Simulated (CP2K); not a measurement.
# Two attempts at CH7BSn (SMILES [BH2][SnH2][CH3])

Aim: energy and forces of CH7BSn at GFN1-xTB.

The results are computed with CP2K 2026.2.

3 further runs of the same task are left out: 1 that didn't finish, 2 set aside as unsound or not needed.

## 1. The system as given

CH7BSn: 10 atoms, total charge 0, spin state singlet. As SMILES, `[BH2][SnH2][CH3]`. The shape comes from GFN2-xTB, which is rough for such elements, and wasn't checked as a minimum.

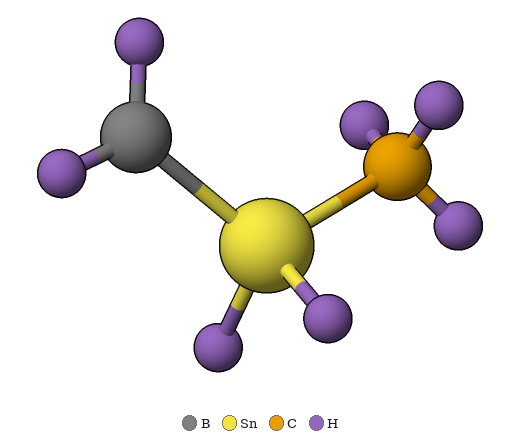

Viewed from a chosen angle; boron grey, tin yellow, carbon amber, hydrogen purple.

## 2. First attempt

molecule.pdb reads:

```
HETATM    1 B    MOL A   1      -1.489   0.511  -1.399  1.00  0.00           B
HETATM    2 Sn   MOL A   1       0.306   0.661  -0.140  1.00  0.00          SN
HETATM    3 C    MOL A   1       0.732  -1.040   1.131  1.00  0.00           C
HETATM    4 H    MOL A   1      -2.145  -0.449  -1.394  1.00  0.00           H
HETATM    5 H    MOL A   1      -1.802   1.393  -2.087  1.00  0.00           H
HETATM    6 H    MOL A   1       0.293   2.009   0.854  1.00  0.00           H
HETATM    7 H    MOL A   1       1.695   0.950  -1.030  1.00  0.00           H
HETATM    8 H    MOL A   1      -0.087  -1.215   1.820  1.00  0.00           H
HETATM    9 H    MOL A   1       0.865  -1.936   0.534  1.00  0.00           H
HETATM   10 H    MOL A   1       1.633  -0.884   1.711  1.00  0.00           H
END
```

gas.inp reads:

```
&GLOBAL
  PROJECT_NAME gas
  RUN_TYPE ENERGY_FORCE
  PRINT_LEVEL MEDIUM
&END GLOBAL

&FORCE_EVAL
  METHOD QS
  &DFT
    CHARGE 0
    MULTIPLICITY 1
    &QS
      METHOD PM7
      EPS_DEFAULT 1.0E-10
      &XTB
        GFN_TYPE 1
        CHECK_ATOMIC_CHARGES F
      &END XTB
    &END QS
    ! cluster boundary conditions
    &POISSON
      PERIODIC NONE
      POISSON_SOLVER ANALYTIC
    &END POISSON
    ! SCF settings
    &SCF
      SCF_GUESS ATOMIC
      EPS_SCF 1.0E-07
      MAX_SCF 30
      &OT ON
        MINIMIZER CG
        PRECONDITIONER FULL_ALL
      &END OT
      &OUTER_SCF
        EPS_SCF 1.0E-07
        MAX_SCF 8
      &END OUTER_SCF
    &END SCF
    ! extra output
    &PRINT
      &MOMENTS
        PERIODIC F
        REFERENCE COM
        MAX_MOMENT 1
      &END MOMENTS
      &MO_CUBES
        NLUMO 5
        NHOMO -1
        WRITE_CUBE F
      &END MO_CUBES
      &HIRSHFELD OFF
      &END HIRSHFELD
    &END PRINT
  &END DFT
  ! atoms, cell and kinds
  &SUBSYS
    ! vacuum box
    &CELL
      ABC [angstrom] 13.8 13.9 13.9
      PERIODIC NONE
    &END CELL
    &TOPOLOGY
      COORD_FILE_NAME molecule.pdb
      COORD_FILE_FORMAT PDB
      CONN_FILE_FORMAT OFF
      &CENTER_COORDINATES
      &END CENTER_COORDINATES
    &END TOPOLOGY
  &END SUBSYS
  ! extra output
  &PRINT
    &FORCES ON
    &END FORCES
  &END PRINT
&END FORCE_EVAL
```

On the command line:

```sh
$ OMP_NUM_THREADS=1 cp2k.psmp -i gas.inp -o gas.out
```

Output:

```text
*******************************************************************************
 *   ___                                                                       *
 *  /   \                                                                      *
 * [ABORT]                                                                     *
 *  \___/                    invalid value for enumeration:PM7                 *
 *    |                                                                        *
 *  O/|                                                                        *
 * /| |                                                                        *
 * / \                                     input/input_enumeration_types.F:215 *
 *******************************************************************************

 ===== Routine Calling Stack =====

            6 val_create_parsing
            5 section_vals_parse
            4 section_vals_parse
            3 section_vals_parse
            2 section_vals_parse
            1 read_input

Program received signal SIGABRT: Process abort signal.

Backtrace for this error:
#0  0x48ef75f9f957 in ???
#1  0x48ef96854cac in __pthread_kill_implementation
#2  0x48ef967fbfb7 in raise
#3  0x48ef967e5d37 in abort
#4  0x48ef76672d83 in ???
#5  0x48ef76674297 in ???
#6  0x48ef76674497 in ???
#7  0x48ef767d226f in ???
#8  0x48ef767e183b in ???
#9  0x48ef767e367b in ???
#10  0x48ef767e38f7 in ???
#11  0x48ef767e38f7 in ???
#12  0x48ef767e38f7 in ???
#13  0x48ef760b9807 in ???
#14  0x48ef76924e8b in ???
#15  0x48ef76929d0b in ???
#16  0x48ef76040db3 in ???
#17  0x48ef7603ef13 in ???
#18  0x48ef967e6573 in __libc_start_call_main
#19  0x48ef967e6657 in __libc_start_main_impl
#20  0x48ef7603f06f in ???
#21  0xffffffffffffffff in ???
```

It took 0.34 s on 1 thread of Arm Neoverse N1, shared host; peak memory 0.13 GiB.

## 3. Reading the log

The input was rejected.

The log says `\___/                    invalid value for enumeration:PM7`. The fault: the keyword for the method is given a word that it doesn't take.

## 4. The mended input

molecule.pdb is that of step 2.

mol.inp reads:

```
&GLOBAL
  PROJECT mol
  RUN_TYPE ENERGY_FORCE
  PRINT_LEVEL MEDIUM
&END

&FORCE_EVAL
  METHOD QS
  &DFT
    &QS
      METHOD XTB
      EPS_DEFAULT 1.0E-10
      &XTB
        GFN_TYPE 1
        CHECK_ATOMIC_CHARGES F
      &END
    &END
    ! cluster boundary conditions
    &POISSON
      PERIODIC NONE
      POISSON_SOLVER ANALYTIC
    &END
    &SCF
      SCF_GUESS ATOMIC
      EPS_SCF 1.0E-07
      MAX_SCF 30
      &OT
        MINIMIZER CG
        PRECONDITIONER FULL_ALL
      &END
      &OUTER_SCF
        EPS_SCF 1.0E-07
        MAX_SCF 8
      &END
    &END
    &PRINT
      &MOMENTS
        PERIODIC F
        REFERENCE COM
        MAX_MOMENT 1
      &END
      &MO_CUBES
        NLUMO 5
        NHOMO -1
        WRITE_CUBE F
      &END
      &HIRSHFELD OFF
      &END
    &END
  &END
  ! structure
  &SUBSYS
    &CELL
      ABC 13.8 13.9 13.9
      PERIODIC NONE
    &END
    &TOPOLOGY
      COORD_FILE_NAME molecule.pdb
      COORD_FILE_FORMAT PDB
      CONN_FILE_FORMAT OFF
      &CENTER_COORDINATES
      &END
    &END
  &END
  ! extra output
  &PRINT
    &FORCES ON
    &END
  &END
&END
```

On the command line:

```sh
$ OMP_NUM_THREADS=1 cp2k.psmp -i mol.inp > mol.out 2>&1
```

Output:

```text
CP2K| version string:                                       CP2K version 2026.2
[...]
 GLOBAL| Method name                                                        CP2K
[...]
 GLOBAL| Run type                                                   ENERGY_FORCE
[...]
                             - Atoms:                                         10
[...]
                             - Spherical basis functions:                     31
[...]
 Number of electrons:                                                         18
[...]
     1 OT CG       0.15E+00    0.0     0.02655718        -9.6978165081 -9.70E+00
[...]
    10 OT CG       0.14E+00    0.0     0.00000005        -9.7072672744 -7.51E-13
  *** SCF run converged in    10 steps ***
[...]
 TB_DIPOLE| Moment [Debye]         -0.65166667       0.35201496      -0.68751546
 TB_DIPOLE| Derivative [a.u.]       0.00000000       0.00000000       0.00000000
[...]
 ENERGY| Total FORCE_EVAL ( QS ) energy [hartree]             -9.707267274444360
 FORCES| Atomic forces [hartree/bohr]
 FORCES|   Atom     x               y               z               |f|
 FORCES|      1  6.31610102E-03 -3.28898030E-04  4.83162309E-03   7.95901299E-03
 FORCES|      2  5.15788416E-03 -5.69843181E-04  4.27786260E-03   6.72522108E-03
 FORCES|      3 -1.22667256E-03 -6.15121233E-04 -8.08989608E-04   1.59297328E-03
 FORCES|      4 -6.80251398E-03 -6.74447707E-03 -1.59017143E-03   9.71034564E-03
 FORCES|      5 -4.27398808E-03  6.82266606E-03 -6.68018603E-03   1.04613876E-02
 FORCES|      6 -1.42681163E-03  1.67887910E-03  1.43939960E-03   2.63178602E-03
 FORCES|      7  1.36403523E-03 -3.95350361E-04 -2.26543216E-03   2.67377578E-03
 FORCES|      8 -3.14863375E-04 -1.90079833E-04  3.57406900E-04   5.12844011E-04
 FORCES|      9  7.90664952E-05 -3.13112712E-04  7.57814457E-06   3.23030199E-04
 FORCES|     10  1.12776270E-03  6.55337261E-04  4.30908893E-04   1.37368050E-03
 FORCES| Sum    -2.10335221E-17 -1.38344197E-16 -3.05745013E-16
 FORCES| Total atomic force                                       3.36246247E-16
[...]
```

It took 0.73 s on 1 thread of Arm Neoverse N1, shared host; peak memory 0.15 GiB.

## 5. Summary of results

Level: GFN1-xTB.

| quantity | value |
| --- | --- |
| total energy | -9.70727 Eh |
| dipole moment (from atomic charges alone) | 1.01 D |
| HOMO energy | -11.51 eV |
| dispersion energy | -6.82 kJ/mol |
| largest force on an atom | 0.538 eV/Å |

**Reading.** The dipole comes from point charges on the atoms alone, without atomic dipoles, so it is partial. The largest force is 0.54 eV/Å: the shape isn't a stationary point for this species at this level.
